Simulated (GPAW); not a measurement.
# free-standing square Eu monolayer, spacing 4.32 A: exchange couplings by hand from total energies

Aim: get Heisenberg couplings of free-standing square Eu monolayer, spacing 4.32 A from the energies of collinear orders, with pencil and paper, and test them on an order left out of the fit.

Calculated with GPAW 26.7.0; LDA; plane waves with GPAW's PAW setups, scalar-relativistic.

### Step 1. The starting structure

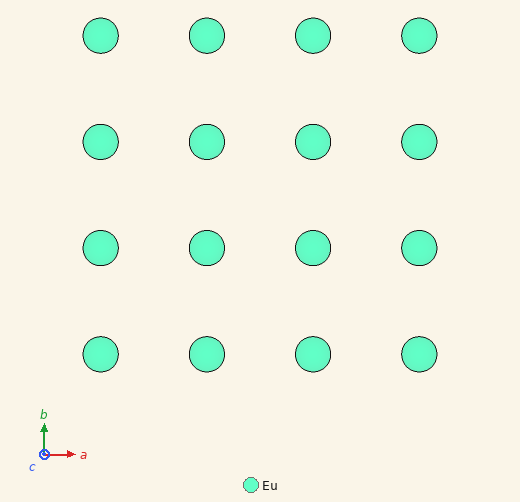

The starting structure, seen from above (europium green). 3×3×1 cells are drawn. Some periodic images of atoms are drawn too.

The cell holds 1 atom: 1 Eu. Cell: a = 4.320 Å, b = 4.320 Å, c = 14.000 Å, α = 90.0°, β = 90.0°, γ = 90.0°. model lattice. Vacuum lies along c.

As a file:

```
Eu
1.0
     4.32000    0.00000    0.00000
     0.00000    4.32000    0.00000
     0.00000    0.00000   14.00000
Eu
1
Direct
  0.00000 0.00000 0.50000
```

### Step 2. The parallel order

All energies count from this run.

order1.py

```python
import json
import numpy as np
from ase import Atoms
from ase.parallel import paropen, parprint
from gpaw import GPAW

atoms = Atoms(['Eu'],
    cell=[[4.32, 0.0, 0.0],
         [0.0, 4.32, 0.0],
         [0.0, 0.0, 14.0]],
    scaled_positions=[[0.0, 0.0, 0.5]],
    pbc=True,
    magmoms=[7.0])
atoms.calc = GPAW(mode={'name': 'pw', 'ecut': 840.0},
    xc='LDA',
    kpts={'size': (6, 6, 1), 'gamma': True},
    occupations={'name': 'fermi-dirac', 'width': 0.1},
    convergence={'density': 1e-06, 'energy': 1e-05},
    maxiter=200,
    symmetry={'tolerance': 1e-4},
    txt='order1.txt')
e = atoms.get_potential_energy(force_consistent=True)
res = {'free_energy': e, 'energy_sigma0': atoms.get_potential_energy(), 'fermi_energy': atoms.calc.get_fermi_level()}
res['moments'] = atoms.get_magnetic_moments().tolist()
res['total'] = atoms.get_magnetic_moment()
parprint('site moments (muB):', np.round(res['moments'], 3))
parprint(f"total moment: {res['total']:.3f} muB")
parprint(f'free energy: {e:.6f} eV')
atoms.calc.write('order1.gpw')
n = atoms.calc.get_pseudo_density()
up, down = (atoms.calc.get_pseudo_density(spin=i) for i in (0, 1))
np.savez('grids.npz', density=n, spin=up - down)
with paropen('results.json', 'w') as f:
    json.dump(res, f)
```

Started as:

```console
$ OMP_NUM_THREADS=1 mpirun -n 2 gpaw python order1.py > order1.log
```

Numbers of over 12 decimals in the logs are rounded to 6 here.

What it wrote:

```text
site moments (muB): [6.802]
total moment: 7.304 muB
free energy: -8.458543 eV

--- order1.txt ---
Input parameters:
  mode=PW(ecut=840.0),
  convergence={'density': 1e-06, 'energy': 1e-05},
  kpts=MonkhorstPack(size=(6, 6, 1), gamma=True),
  maxiter=200,
  occupations=Occupations(name='fermi-dirac', width=0.1),
  symmetry=Symmetry(tolerance=0.0001),
  xc=XC(name='LDA')

Diagonalizing LCAO Hamiltonian
[...]
|          4 |        -3.768 |     1.000 |        -3.314 |     1.000 |
[...]
|         13 |        -0.746 |     0.072 |         2.578 |     0.000 |
|         14 |        -0.554 |     0.011 |         2.578 |     0.000 |
|         15 |         1.007 |     0.000 |         2.592 |     0.000 |
|        ... |               |           |               |           |
|         18 |         1.736 |     0.000 |         2.795 |     0.000 |

No gap
No difference between direct/indirect transitions

[key lines of the parts left out:]
Free energy:      -8.458543
Converged in 17 steps
dipole moment: (-23.692199, -23.692199, -0.000000)  # |e|*Ang
Fermi level: -1.002
```

The job ended after 63 s (2 MPI ranks of Intel Xeon Platinum 8559C (Emerald Rapids), shared host; peak memory 0.88 GiB; 2.1 min of CPU time).

Spin moment in the augmentation sphere by atom:

```csv
atom,spin moment in the augmentation sphere (μB)
Eu1,6.80
```

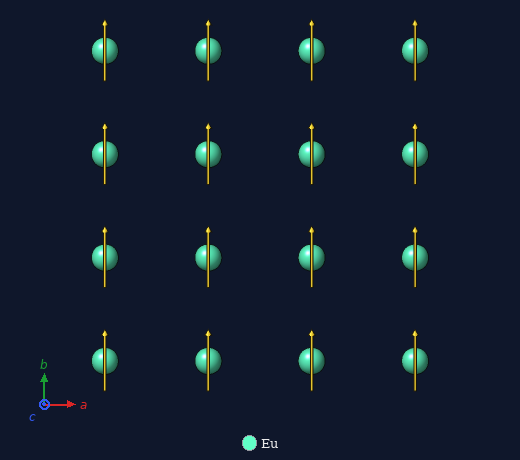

Spin moment in the augmentation sphere as arrows, the longest 6.80 μB. Up and down stand for the sign. Arrows give size and sign along the axis of quantisation, drawn up and down the page. 3×3×1 cells are drawn. Some periodic images of atoms are drawn too.

Read from the output:

- magnetization: 7.304 μB
- final state: ferromagnetic

After 17 cycles the largest moment stands at 6.80 μB.

### Step 3. The orders used for the fit

The other orders were run with the same settings, on meshes that hold the same points. Free energies (smearing 0.1 eV, its entropy term included) are divided by the number of Eu atoms; q is in fractions of the reciprocal vectors of the first run's cell.

```csv
order,atoms,mesh,free energy (eV),eV per Eu,largest moment (μB)
F +,1,6×6×1,-8.4585,-8.4585,6.80
"AF q=(0,1/2,0) +-",2,6×3×1,-16.8992,-8.4496,6.80
```

### Step 4. Counting neighbours

With E = −Σ J e_i·e_j over ordered pairs of unit vectors, turning a neighbour from parallel to opposed costs 2J a Eu atom. So an order lies 2 Σ n J over the parallel one, n being the opposed neighbours in each shell.

```csv
shell,distance (Å),neighbours,"opposed in AF q=(0,1/2,0) +-","opposed in AF q=(1/2,1/2,0) +-"
J1,4.32,4,2,4
J2,6.11,4,4,0
```

Only J1 is kept.

### Step 5. Solving

```
2 × 2 × J1 = +8.94 meV    (AF q=(0,1/2,0) +-)
J1 = +2.24 meV
```

### Step 6. The test

The couplings now give the orders that were left out:

```
2 × 4 × (+2.24) = +17.92 meV    (AF q=(1/2,1/2,0) +-)
```

The runs themselves:

```csv
order,atoms,mesh,free energy (eV),eV per Eu,largest moment (μB),over the parallel order (meV),foretold (meV)
"AF q=(1/2,1/2,0) +-",2,3×6×1,-16.8760,-8.4380,6.78,+20.54,+17.92
```

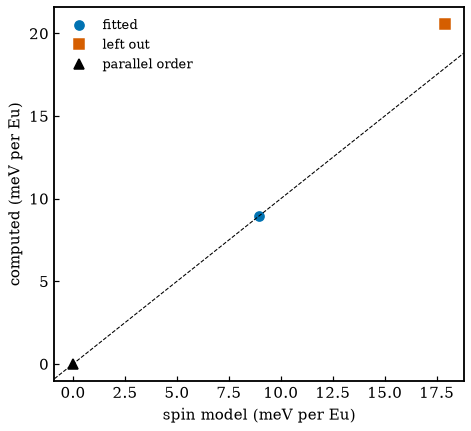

Computed energies of the orders against the model; the dashed line marks agreement.

### Step 7. One more shell

The miss asks for the next shell, which takes one more order into the fit and leaves none for a test.

```
2 × 2 × J1 + 2 × 4 × J2 = +8.94 meV    (AF q=(0,1/2,0) +-)
2 × 4 × J1 = +20.54 meV    (AF q=(1/2,1/2,0) +-)
J1 = +2.57 meV
J2 = -0.17 meV
```

### Step 8. What came out

```yaml
j1_eu_eu_at_4p32_a: 2.24 meV
largest_miss_on_the_orders_left_out: 2.6 meV
j1_with_2_shells: 2.57 meV
j2_with_2_shells: -0.17 meV
```

In words: The model misses the order left out by 2.6 meV, 13 % of the span of the orders, so it holds only roughly. With the next shell added the couplings are J1 = +2.57 and J2 = -0.17 meV, untested. The first dropped shell that the test feels is J2 at 6.11 Å. The site moments spread by 0.28 % over the orders. In a metal couplings reach far, and the mesh was not tested. The couplings are effective ones: further shells with opposed neighbours are folded into them or show in the miss. No mean-field temperature is given: it needs a model that holds, an unfrustrated order and couplings in all three dimensions. The f shell is half filled, so the spin-only picture is fair. Without a U the functional spreads the 4f electrons too much, so the state and its energies are unreliable.

[Logs and program files are shortened in this print: banners, set-up blocks, solver, clock and traceback lines can be left out without a mark of their own.]

[Logs are printed without paths, hosts, clocks, repeated set-up lines and the standing remarks that a program may print on its own settings, such as how far it seeks lower states.]

[Hosts, paths, dates, database ids (printed as entryN), source tags and the programs' standing remarks are cut or masked in the printed files.]

[Where a cell is said to come from a database of computed structures, the database is the Materials Project.]
